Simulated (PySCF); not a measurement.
Si(H)(Cl)2(Et), C2H6Cl2Si, SMILES CC[SiH](Cl)Cl at its CAM-B3LYP/def2-SVP optimised geometry (Å):

```
11

Si     0.5975    -0.2757     0.0000
Cl    -0.0376     1.6909     0.0000
Cl    -0.0376    -1.1732    -1.7498
C     -0.1352    -1.1685     1.4603
C     -1.6638    -1.1955     1.5028
H      2.0764    -0.2757     0.0000
H      0.2756    -2.1929     1.4459
H      0.2747    -0.6882     2.3657
H     -2.0764    -1.6909     0.6115
H     -2.0290    -1.7370     2.3877
H     -2.0775    -0.1768     1.5376
```

Level of theory: CAM-B3LYP/def2-TZVP in PySCF. Cells within 0.4 Å of a nucleus heavier than hydrogen are left out (blank, or x).

Map of the HOMO amplitude (bohr^(-3/2)) on the plane z = 1.2 Å; orbital energy -10.00 eV, overall sign arbitrary:

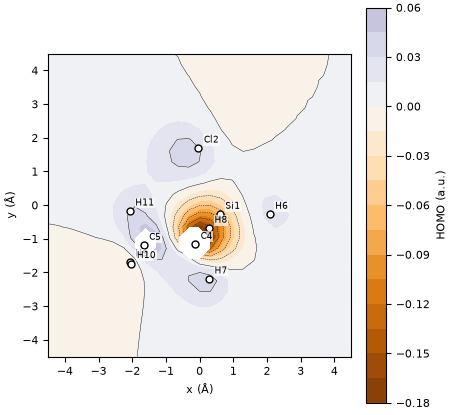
*HOMO amplitude (bohr^(-3/2)) on the plane z = 1.2 Å.*
